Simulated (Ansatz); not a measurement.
```yaml
crystal:
  periodic: [false, false, false]
  atoms:
    - {symbol: B, position_ang: [-0.887357, -0.018022, -0.285067]}
    - {symbol: Si, position_ang: [0.463631, -1.229925, 0.574374]}
    - {symbol: H, position_ang: [-0.790006, 0.300871, -1.433391]}
    - {symbol: H, position_ang: [-1.849508, 0.362908, 0.313757]}
    - {symbol: H, position_ang: [1.825044, -1.122023, -0.017285]}
    - {symbol: H, position_ang: [0.570020, -1.059150, 2.048957]}
    - {symbol: H, position_ang: [-0.035482, -2.615587, 0.313302]}
basis:
  gaussian: {orbitals: def2-TZVP}
hamiltonian: {xc: pbe0, dispersion: d4}
phonons: {temperatures: {t_min: 298.15, t_max: 900, t_step: 200}}
```

What structure does this define?

It has 7 atoms: 1 boron, 5 hydrogen and 1 silicon (BH5Si). The point group is Cs. Coordination: 1 B trigonal planar; 1 Si tetrahedral.

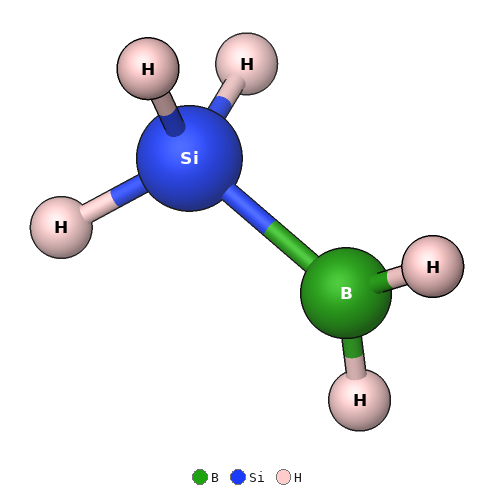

The picture comes from a calculation with Ansatz.
